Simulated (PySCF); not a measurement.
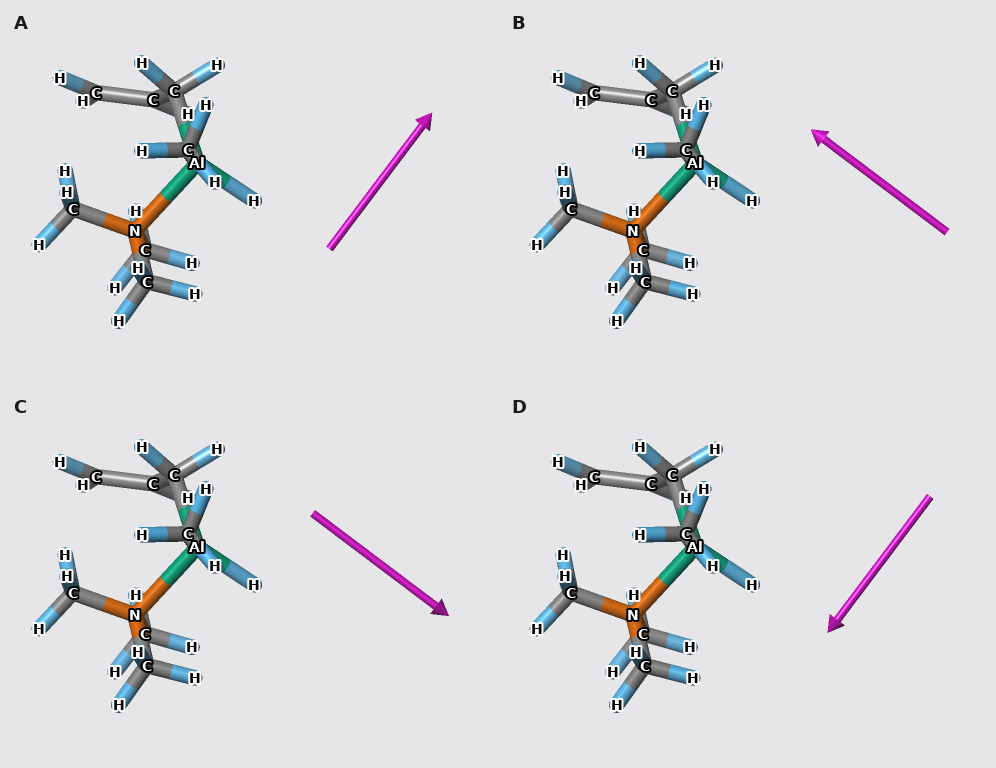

The same molecule four times, each with an arrow. The computed structure is the end point of a GFN2-xTB optimisation. No frequency run is at hand to confirm it as a minimum. Properties computed with PBE0/pcSseg-1, gas phase (PySCF 2.14.0).

> Which arrow points along the dipole moment, from the negative to the positive end?

D. The dipole moment is 4.18 D.

The geometry is semi-empirical. Around Al such bond lengths and angles can be off by a tenth of an ångström or more and by several degrees, and values that hang on the shape move with them.
